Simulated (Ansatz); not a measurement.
Geometry relaxation of In4Sb5H16 (charge +2) (part 2 of 2)

Continued. System: In4Sb5H16 (In4Sb5 zinc blende off sphere), charge +2, multiplicity 2. Method: UKS r2SCAN-D4/def2-SVP (Ansatz 0.2.0). The geometry: r2SCAN-D4/def2-SVP start.

### Output, continued
```
Atom 10 at    -0.351773    -4.758945     0.064838 Å, force     0.001482     0.002331     0.004695 eV/Å
Atom 11 at     1.752692    -1.000466    -3.719060 Å, force    -0.007847     0.002012     0.005152 eV/Å
Atom 12 at    -0.316912    -0.025166    -4.843202 Å, force     0.001995     0.003239     0.003736 eV/Å
Atom 13 at    -3.751406    -1.010373     0.860906 Å, force     0.001309     0.004958    -0.002709 eV/Å
Atom 14 at    -3.895389     0.830215    -0.903416 Å, force    -0.001079    -0.005295     0.003018 eV/Å
Atom 15 at    -0.311499     0.156676     4.746152 Å, force    -0.001782    -0.003497    -0.004343 eV/Å
Atom 16 at     1.594031     1.206759     3.480441 Å, force    -0.001213     0.001188    -0.002771 eV/Å
Atom 17 at     0.066769     4.897525     0.334308 Å, force     0.004150    -0.008845     0.001274 eV/Å
Atom 18 at     1.989040     3.451733     1.123233 Å, force    -0.018191    -0.011045    -0.007694 eV/Å
Atom 19 at    -2.405433    -2.780959    -2.851425 Å, force     0.001154    -0.001871    -0.001153 eV/Å
Atom 20 at     0.724107    -3.642576     3.710872 Å, force     0.000856     0.009030    -0.008576 eV/Å
Atom 21 at     3.191861    -2.127595     2.198933 Å, force    -0.000767    -0.006322     0.005520 eV/Å
Atom 22 at     0.233936     3.681820    -3.368639 Å, force    -0.013014     0.008329    -0.007647 eV/Å
Atom 23 at     2.917632     2.356449    -2.079567 Å, force     0.017569     0.002016    -0.006397 eV/Å
Atom 24 at    -2.380018     3.028170     2.330780 Å, force    -0.014405     0.008164     0.006933 eV/Å
Dipole moment:     0.243083     0.513849    -0.052682 e Å
Checks for a lower state left out: stability, starts, cluster_reference, orbital_swaps, neighbouring_geometries, increment
```

### Trajectory as extended XYZ (Å, eV, eV/Å), 4 of the 28 frames kept, from step=1 to step=28
```
25
Properties=species:S:1:pos:R:3:forces:R:3 step=1 energy=-53648.54595
Sb    0.3120   -3.1046    0.0534    0.3223  -0.3677   0.0747
Sb    0.3069    0.0523   -3.1032    0.3227   0.0741  -0.3712
Sb   -2.7745   -0.0064   -0.0027   -0.1249  -0.0003   0.0004
Sb    0.3048   -0.0536    3.1026    0.3212  -0.0728   0.3699
Sb    0.2988    3.1046   -0.0523    0.3233   0.3711  -0.0738
In   -1.4224   -1.8024   -1.7978   -0.5375  -0.0538  -0.0487
In    2.1982   -2.0234    2.0269    0.3245   0.0736  -0.0749
In    2.1877    2.0365   -2.0309    0.3227  -0.0707   0.0733
In   -1.4319    1.7930    1.7961   -0.5393   0.0477   0.0515
H     1.1312   -4.2262   -0.9248   -0.0177   0.0430   0.0000
H    -0.7155   -4.2346    0.7990   -0.0391   0.0390  -0.0501
H     1.1287   -0.9248   -4.2239   -0.0175   0.0007   0.0431
H    -0.7233    0.7928   -4.2341   -0.0381  -0.0497   0.0392
H    -3.9018   -0.9051    0.8938    0.0525   0.0058  -0.0055
H    -3.9016    0.8897   -0.9022    0.0524  -0.0055   0.0055
H    -0.7227   -0.8024    4.2304   -0.0396   0.0507  -0.0388
H     1.1190    0.9267    4.2260   -0.0175  -0.0007  -0.0430
H    -0.7309    4.2358   -0.7929   -0.0388  -0.0397   0.0496
H     1.1164    4.2240    0.9299   -0.0173  -0.0430  -0.0007
H    -2.4622   -2.7659   -2.7635    0.0734   0.0279   0.0261
H     2.3203   -3.2273    3.2327   -0.2456  -0.0301   0.0300
H     3.2538   -1.0694    1.0754   -0.1339   0.0483  -0.0489
H     2.2919    3.2414   -3.2372   -0.2466   0.0306  -0.0318
H     3.2568    1.0940   -1.0837   -0.1348  -0.0521   0.0509
H    -2.4769    2.7533    2.7594    0.0733  -0.0264  -0.0269
25
Properties=species:S:1:pos:R:3:forces:R:3 step=10 energy=-53648.81909
Sb    0.3838   -3.1524   -0.1579    0.0153  -0.0748   0.0325
Sb    0.3787   -0.1668   -3.1595    0.0206   0.0322  -0.0795
Sb   -2.8252   -0.0049   -0.0054   -0.0037   0.0015  -0.0007
Sb    0.3759    0.1596    3.1505    0.0163  -0.0366   0.0785
Sb    0.3725    3.1562    0.1705    0.0216   0.0829  -0.0370
In   -1.5865   -1.8482   -1.8341   -0.0190  -0.0135  -0.0050
In    2.0400   -2.0478    2.0512   -0.0005  -0.0108   0.0092
In    2.0110    2.0563   -2.0529   -0.0036   0.0106  -0.0122
In   -1.5989    1.8276    1.8419   -0.0230   0.0039   0.0135
H     1.4349   -3.8711   -1.2863   -0.0612   0.0172   0.0444
H    -0.4257   -4.5651    0.3298    0.0455   0.0147  -0.0428
H     1.4437   -1.2871   -3.8701   -0.0613   0.0463   0.0177
H    -0.4238    0.3171   -4.5775    0.0469  -0.0423   0.0146
H    -3.9466   -0.9049    0.8923    0.0079  -0.0077   0.0079
H    -3.9499    0.8907   -0.9033    0.0083   0.0072  -0.0070
H    -0.4353   -0.3290    4.5620    0.0451   0.0432  -0.0137
H     1.4222    1.2914    3.8708   -0.0612  -0.0441  -0.0179
H    -0.4303    4.5742   -0.3128    0.0463  -0.0131   0.0422
H     1.4333    3.8666    1.2949   -0.0607  -0.0182  -0.0455
H    -2.6698   -2.7674   -2.7854    0.0073   0.0076   0.0056
H     1.7238   -3.2286    3.2343   -0.0055   0.0131  -0.0121
H     3.1404   -1.1285    1.1360    0.0095  -0.0034   0.0032
H     1.6564    3.2349   -3.2283   -0.0075  -0.0132   0.0146
H     3.1248    1.1488   -1.1434    0.0087   0.0027  -0.0026
H    -2.6865    2.7761    2.7590    0.0079  -0.0055  -0.0079
25
Properties=species:S:1:pos:R:3:forces:R:3 step=19 energy=-53648.88323
Sb    0.4062   -3.2645   -0.0857    0.0046   0.0957   0.0134
Sb    0.4098   -0.1585   -3.2817    0.0227   0.0173   0.0743
Sb   -2.7336   -0.0205   -0.0786   -0.0089  -0.0171   0.0084
Sb    0.4421    0.1165    3.1916   -0.0115  -0.0293  -0.0880
Sb    0.4752    3.2567    0.2185   -0.0098  -0.0122   0.0317
In   -1.4090   -1.9032   -1.8310   -0.0447  -0.0361  -0.0266
In    1.7375   -2.5414    2.4740    0.0442  -0.0552   0.0869
In    1.5179    2.4378   -2.5334    0.0121   0.1057  -0.1037
In   -1.5274    1.7242    1.8362   -0.0543   0.0150   0.0698
H     1.6174   -3.6965   -1.1937   -0.0054  -0.0243   0.0174
H    -0.3209   -4.7886    0.0554    0.0013  -0.0077  -0.0220
H     1.7258   -1.1673   -3.6355    0.0003   0.0164  -0.0207
H    -0.2241   -0.0364   -4.8466   -0.0017  -0.0097  -0.0048
H    -3.8393   -0.9116    0.8487    0.0312  -0.0169   0.0171
H    -3.8864    0.8893   -0.9256    0.0389   0.0184  -0.0123
H    -0.2718    0.0827    4.7306   -0.0234   0.0165   0.0135
H     1.6248    1.2743    3.5684    0.0125   0.0102  -0.0096
H    -0.1061    4.8495    0.1890   -0.0174   0.0108  -0.0011
H     1.8071    3.5621    1.2239    0.0274  -0.0169  -0.0015
H    -2.5424   -2.7246   -2.8154    0.0199  -0.0067  -0.0020
H     0.8790   -3.5090    3.5943    0.0873   0.0937  -0.1100
H     3.2357   -1.9189    1.9292   -0.1374  -0.0581   0.0399
H     0.4615    3.5432   -3.3314    0.1848  -0.1702   0.1371
H     3.0579    2.0270   -1.8840   -0.2070   0.0584  -0.0853
H    -2.5741    2.8752    2.5594    0.0342   0.0022  -0.0220
25
Properties=species:S:1:pos:R:3:forces:R:3 step=28 energy=-53648.92086
Sb    0.4180   -3.2485    0.0004    0.0037  -0.0127  -0.0006
Sb    0.3865   -0.0863   -3.3034    0.0019  -0.0083  -0.0101
Sb   -2.7108   -0.0802   -0.1034   -0.0023  -0.0046  -0.0042
Sb    0.3965    0.0314    3.2062    0.0083   0.0008   0.0074
Sb    0.5444    3.2699    0.2446    0.0134   0.0138   0.0130
In   -1.3047   -1.9378   -1.8503    0.0044   0.0072   0.0010
In    1.6605   -2.7018    2.6561   -0.0048   0.0012  -0.0001
In    1.3635    2.5778   -2.7465   -0.0032  -0.0098   0.0100
In   -1.5178    1.6305    1.8339    0.0125   0.0014  -0.0053
H     1.6691   -3.7206   -1.0463   -0.0041   0.0067  -0.0001
H    -0.3518   -4.7589    0.0648    0.0015   0.0023   0.0047
H     1.7527   -1.0005   -3.7191   -0.0078   0.0020   0.0052
H    -0.3169   -0.0252   -4.8432    0.0020   0.0032   0.0037
H    -3.7514   -1.0104    0.8609    0.0013   0.0050  -0.0027
H    -3.8954    0.8302   -0.9034   -0.0011  -0.0053   0.0030
H    -0.3115    0.1567    4.7462   -0.0018  -0.0035  -0.0043
H     1.5940    1.2068    3.4804   -0.0012   0.0012  -0.0028
H     0.0668    4.8975    0.3343    0.0042  -0.0088   0.0013
H     1.9890    3.4517    1.1232   -0.0182  -0.0110  -0.0077
H    -2.4054   -2.7810   -2.8514    0.0012  -0.0019  -0.0012
H     0.7241   -3.6426    3.7109    0.0009   0.0090  -0.0086
H     3.1919   -2.1276    2.1989   -0.0008  -0.0063   0.0055
H     0.2339    3.6818   -3.3686   -0.0130   0.0083  -0.0076
H     2.9176    2.3564   -2.0796    0.0176   0.0020  -0.0064
H    -2.3800    3.0282    2.3308   -0.0144   0.0082   0.0069
```

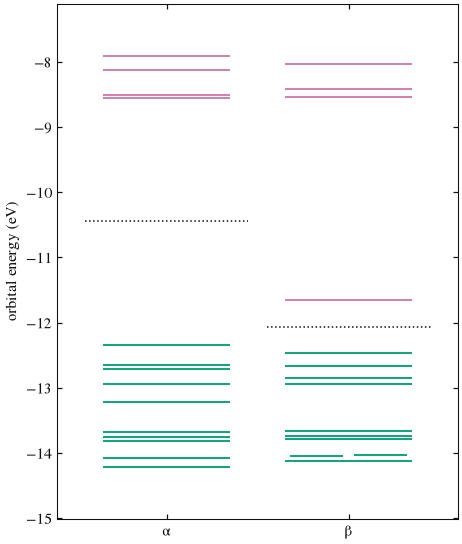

**Figure 1.** Orbital energies near the frontier for α and β spins; the dotted line parts filled from empty levels, and levels within 0.02 eV of each other stand side by side. α: highest filled −12.35 eV, lowest empty −8.55 eV, 3.80 eV apart; β: highest filled −12.47 eV, lowest empty −11.66 eV, 0.81 eV apart.

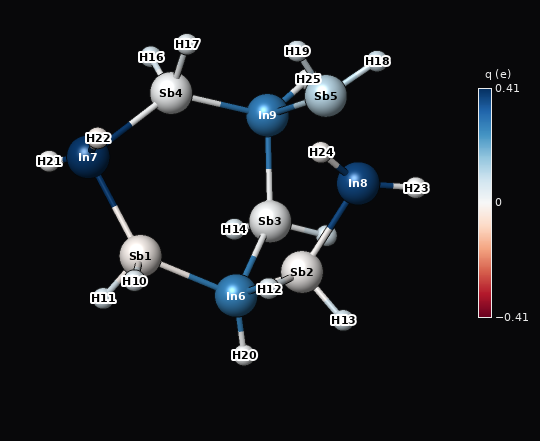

**Figure 2.** Mulliken charges, as the colour of each atom (ball-and-stick view, seen at a tilt; atoms are numbered from 1 in the order of the input). By element: Sb −0.02 to +0.11, In +0.28 to +0.39 and H −0.02 to +0.08 e.

### Summary

```csv
quantity,value
outcome,converged
total energy,−53648.9209 eV
mean-field energy,−53648.6244 eV
dispersion energy,−0.2965 eV
⟨S²⟩,0.756
HOMO (either spin),−12.35 eV
LUMO (either spin),−11.66 eV
largest force (length of the vector) at the end,0.023 eV/Å
hardware,"2 CPU threads, shared host"
wall time,3.6 min (CPU time 4.4 min)
peak memory,1.1 GiB
```
